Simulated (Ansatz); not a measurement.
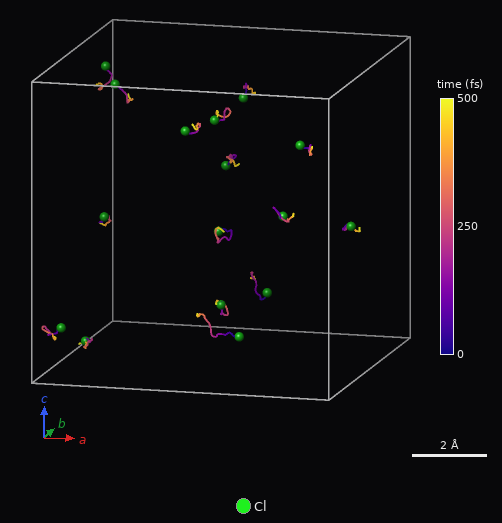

First-principles dynamics of a periodic cell with 8 Cl2 at 1.57 g/cm³, 500 fs long. Lines trace each atom's path, coloured by time; spheres stand at the starting positions. Seen slightly off an axis in the simulation cell.

All numbers below come from DFT PBE, scalar-relativistic, plane waves, PAW (Ansatz 0.2.0). Settings: plane-wave cutoff 420 eV; k-point mesh 1 × 1 × 1; Fermi-Dirac smearing 0.02 eV; Langevin thermostat (NVT); set temperature 250 K; time step 2 fs; friction 0.02 per fs.

Input
```yaml
crystal:
  lattice:
    - [8.434327, 0.0, 0.0]
    - [0.0, 8.434327, 0.0]
    - [0.0, 0.0, 8.434327]
  atoms:
    - { symbol: Cl, position: [0.47575042, 0.86659581, 0.79482998] }
    - { symbol: Cl, position: [0.41223749, 0.88334874, 0.56331683] }
    - { symbol: Cl, position: [0.07679684, 0.3830283, 0.06517091] }
    - { symbol: Cl, position: [0.05612364, 0.15822266, 0.15413833] }
    - { symbol: Cl, position: [0.68908016, 1.03318512, 0.18605019] }
    - { symbol: Cl, position: [0.56843223, 0.82093441, 0.16274893] }
    - { symbol: Cl, position: [0.50814706, 0.47332113, 0.19107085] }
    - { symbol: Cl, position: [0.49997954, 0.47102552, 0.43518267] }
    - { symbol: Cl, position: [-0.04881507, 0.45196267, 0.48078234] }
    - { symbol: Cl, position: [0.06603576, 0.65310979, 0.42087622] }
    - { symbol: Cl, position: [1.01635659, 0.85231006, 0.87742647] }
    - { symbol: Cl, position: [1.10869925, 0.63073667, 0.86798857] }
    - { symbol: Cl, position: [0.45541382, 0.22419865, 0.81634536] }
    - { symbol: Cl, position: [0.48772769, 0.46683596, 0.80407917] }
    - { symbol: Cl, position: [0.86126302, 0.15346931, 0.80622187] }
    - { symbol: Cl, position: [0.81199025, 0.12338221, 0.57417922] }
basis:
  ecutwfc: 420.0
kpoints:
  mp_grid: { grid: [1, 1, 1] }
hamiltonian:
  xc: pbe
scf:
  occupations: { method: fermi_dirac, width: 0.02 }
  lower_state_search: "off"
md:
  timestep: 2
  n_steps: 250
  ensemble: nvt_langevin
  temperature: 250.0
  initial_velocities: maxwell_boltzmann
  seed: 40337
  friction: 0.02
```

Launched with:
```bash
ansatz run input.yaml --threads 1 --pin off --max-ram 3072MiB --backend cpu --events-out ev --progress --plain --runs-dir out
```

Question: How do the atoms move?

Answer: Root-mean-square distances from the starting positions over the second half, with the common drift of all atoms taken out: Cl 0.52 Å. The heavy atoms stay within a fraction of a molecule's size of their starting places; so short a run doesn't tell a liquid from a solid. The mean temperature in the second half is 221 K (standard deviation 32 K). The potential energy in the second half lies on average 0.1 meV per atom above the first frame.

Limits of the set-up: the periodic images lie only 8.4 Å apart, so the values are limited by the cell's size.
